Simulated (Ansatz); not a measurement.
## Fields on a plane of La2O3 (A-La2O3 type, space group P-3m1)

```
La2O3
1.0
    3.90611     0.00000     0.00000
   -1.95305     3.38279     0.00000
    0.00000     0.00000     6.04025
La O
2 3
Direct
  0.33333   0.66667   0.24537
  0.66667   0.33333   0.75463
  0.00000   0.00000   0.00000
  0.33333   0.66667   0.64601
  0.66667   0.33333   0.35399
```

The slice is a (1 -1 0 0) plane (indices of the conventional cell) through the point (0.333, 0.667, 0.646) (fractional), spanned by u = [110] and v = [001] in vectors of this cell: u (3.91 Å) and v (6.04 Å, at 90° to u). It covers one period; positions are fractions (u, v).

Atoms on it: La at (0.00, 0.60); O at (0.00, 0.00).

Level of theory: PBEsol (plane waves to 420 eV, PAW, scalar-relativistic; Ansatz, an electronic-structure program). k mesh 10×10×6. Near the nuclei the fields are pseudised (PAW); where an atom keeps semicore shells as valence, they peak there. La2O3 is run without spin polarisation. La2O3 was relaxed with its symmetry unable to fall.

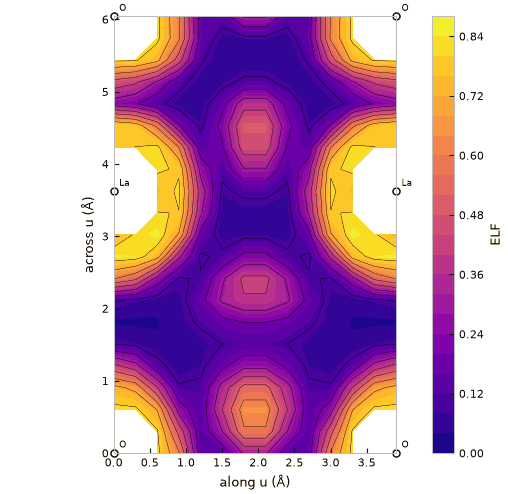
Fig. 1. Electron localisation function (ELF), one period of the plane, atoms marked. Points within 0.5 Å of a nucleus are left white, as the pseudised field means little there.

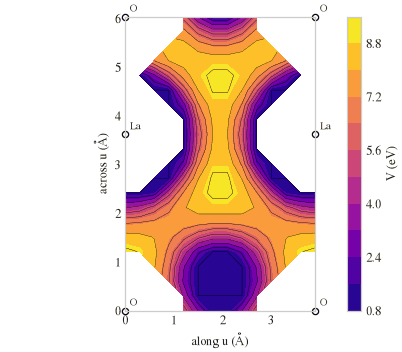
Fig. 1. Electrostatic potential energy of an electron, from the cell's mean, in eV, one period of the plane, atoms marked. Points within 1 Å of a nucleus are left white, as the pseudised field means little there. Values under 1 eV are set to 1. The zero, the cell's mean, hangs on the PAW cores.
